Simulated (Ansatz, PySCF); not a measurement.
Dissociation curve of GeGa (cation, charge +1), lowest triplet found (which spin is the ground state isn't settled by this scan).

Computed with: UHF/aug-cc-pVDZ (Ansatz, an electronic-structure program); ROHF/aug-cc-pVDZ (Ansatz); UCCSD(T) = CCSD(T) on UHF/aug-cc-pVDZ, cores with 3d frozen (Ansatz); ROCCSD = CCSD on ROHF/aug-cc-pVDZ, cores with 3d frozen (Ansatz); UMP2/6-31G* = unrestricted MP2 (frozen core)/6-31G*, spherical d (PySCF).

Energies are in kJ/mol, each relative to the lowest point of its own curve between 2.53 and 3.50 Å, where full CI is lowest.

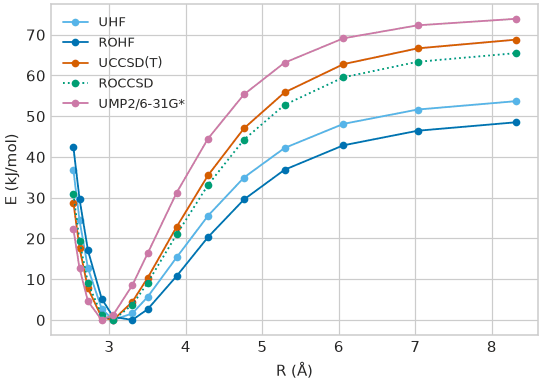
*Energy against bond length for each method.*

```json
[
 {"R / Å": "2.53", "UHF": "36.8", "ROHF": "42.3", "UCCSD(T)": "28.8", "ROCCSD": "30.9", "UMP2/6-31G*": "22.3"},
 {"R / Å": "2.61", "UHF": "24.4", "ROHF": "29.7", "UCCSD(T)": "17.6", "ROCCSD": "19.4", "UMP2/6-31G*": "12.7"},
 {"R / Å": "2.72", "UHF": "12.7", "ROHF": "17.1", "UCCSD(T)": "7.7", "ROCCSD": "9.0", "UMP2/6-31G*": "4.6"},
 {"R / Å": "2.90", "UHF": "2.7", "ROHF": "5.2", "UCCSD(T)": "0.6", "ROCCSD": "1.2", "UMP2/6-31G*": "0.0"},
 {"R / Å": "3.05", "UHF": "0.0", "ROHF": "0.8", "UCCSD(T)": "0.0", "ROCCSD": "0.0", "UMP2/6-31G*": "1.2"},
 {"R / Å": "3.30", "UHF": "1.6", "ROHF": "0.0", "UCCSD(T)": "4.4", "ROCCSD": "3.7", "UMP2/6-31G*": "8.5"},
 {"R / Å": "3.50", "UHF": "5.6", "ROHF": "2.6", "UCCSD(T)": "10.3", "ROCCSD": "9.1", "UMP2/6-31G*": "16.3"},
 {"R / Å": "3.88", "UHF": "15.4", "ROHF": "10.8", "UCCSD(T)": "22.9", "ROCCSD": "21.0", "UMP2/6-31G*": "31.3"},
 {"R / Å": "4.29", "UHF": "25.6", "ROHF": "20.3", "UCCSD(T)": "35.5", "ROCCSD": "33.1", "UMP2/6-31G*": "44.5"},
 {"R / Å": "4.76", "UHF": "35.0", "ROHF": "29.6", "UCCSD(T)": "47.0", "ROCCSD": "44.3", "UMP2/6-31G*": "55.4"},
 {"R / Å": "5.29", "UHF": "42.2", "ROHF": "36.9", "UCCSD(T)": "55.8", "ROCCSD": "52.8", "UMP2/6-31G*": "63.1"},
 {"R / Å": "6.06", "UHF": "48.1", "ROHF": "42.9", "UCCSD(T)": "62.8", "ROCCSD": "59.6", "UMP2/6-31G*": "69.1"},
 {"R / Å": "7.03", "UHF": "51.6", "ROHF": "46.4", "UCCSD(T)": "66.7", "ROCCSD": "63.4", "UMP2/6-31G*": "72.3"},
 {"R / Å": "8.31", "UHF": "53.7", "ROHF": "48.5", "UCCSD(T)": "68.8", "ROCCSD": "65.5", "UMP2/6-31G*": "73.9"}
]
```

At the longest distance, 8.31 Å, UMP2/6-31G* lies highest above its minimum (73.9 kJ/mol) and ROHF lowest (48.5 kJ/mol).

The scan ran from 1.74 to 8.31 Å; beyond the distances shown full CI changes its symmetry label.
